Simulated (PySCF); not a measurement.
C2H8N2O2Si2

The calculation's input:

```
{"job": {"kind": "uv", "xc": "CAM-B3LYP", "basis": "def2-SVPD", "ip": true}, "charge": 0, "multiplicity": 1}
C     -3.111533    -0.091939    -0.364446
C     -1.800255     0.123573     0.323926
O     -1.614878     0.025763     1.516564
O     -0.804643     0.438218    -0.503155
Si     0.688015     0.751347     0.305734
N      1.995724     0.703140    -0.829276
Si     2.743280    -0.678385    -0.057790
N      1.421081    -0.603459     1.082975
H     -3.889746    -0.321408     0.371343
H     -3.014020    -0.917331    -1.085059
H     -3.379248     0.806716    -0.938958
H      0.463467     2.018603     1.039536
H      2.237934     1.261103    -1.633449
H      4.104966    -0.434866     0.511212
H      2.823915    -1.924248    -0.882767
H      1.126156    -1.154792     1.874384
```

Run with:

```sh
OMP_NUM_THREADS=1 python probes_run.py task.json out
```

Geometry: PBE0-D3(BJ)/def2-SVP.

The calculation used CAM-B3LYP/def2-SVPD, SCF density, gas phase (PySCF 2.14.0).

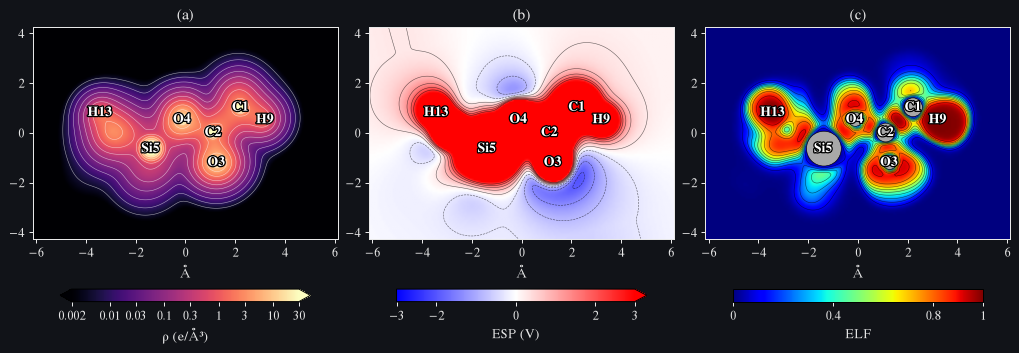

Figure 1. (a) total electron density; (b) electrostatic potential; (c) ELF on the plane of atoms C1, C2 and O4. Grey discs cover the atomic cores in the ELF map.

> Interpret the plot.

- The section cuts through C, O, Si and H sites.
- C–O (1.21 Å): ρ is about 3.4 e/Å³ halfway; the ELF peaks at about 0.90 between the atoms: a multiple bond.
- C–C (1.50 Å): ρ is about 1.8 e/Å³ halfway; the ELF peaks at about 1 between the atoms (a covalent bond).
- Si–O (1.73 Å): ρ is about 0.97 e/Å³ halfway; the ELF peaks at about 0.90 between the atoms (a shared but strongly polarised pair).
- C–O (1.33 Å): ρ is about 2.5 e/Å³ halfway; the ELF peaks at about 0.90 between the atoms; a polar covalent bond.
- C–H (1.10 Å): ρ is about 2 e/Å³ halfway; the ELF climbs to about 1 towards the hydrogen, as it does in any bond to H (a covalent bond by its length).
- The ELF also peaks beside O3, N6 and O4, away from the bonds: lone-pair regions.
- Outside the dense part of the molecule the potential is most negative (−2.0 V) near O3.

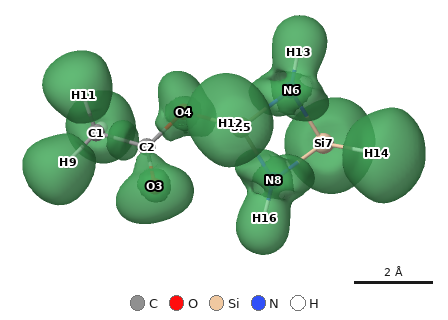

Figure 2. Isosurface of the ELF at 0.75 (green), seen across its widest extent. Core shells and regions of very low density are left out.

> Identify the bonds, lone pairs and shells in this picture.

The surface consists of one region between bonded C–C atoms (shared pairs), six regions around hydrogen nuclei, two regions on O in which the atom's valence shell and bonds are merged and two joined regions spread over several atoms (H, N), in which their bonds and any lone pairs are merged.

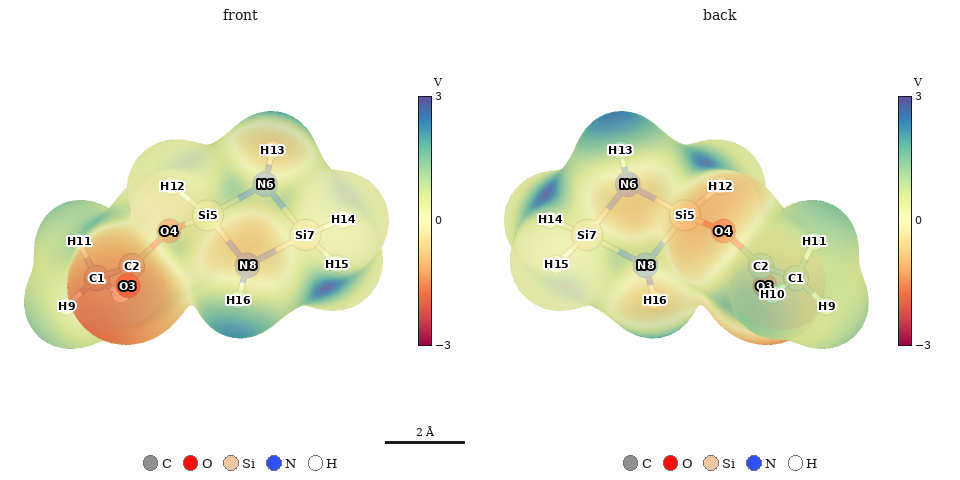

Figure 3. The electrostatic potential painted on the density surface at 0.004 e/bohr³, seen from the front and from behind; the colour scale runs from red (negative) to blue (positive).

> Describe the electrostatic potential map.

The most negative region (about −1.8 V) lies over O3, the most positive (about +2.5 V) over Si5, Si7 and H13. O3 is the likeliest acceptor of a hydrogen bond.

> What dipole moment does the calculation give?

Its dipole moment is 1.79 D.
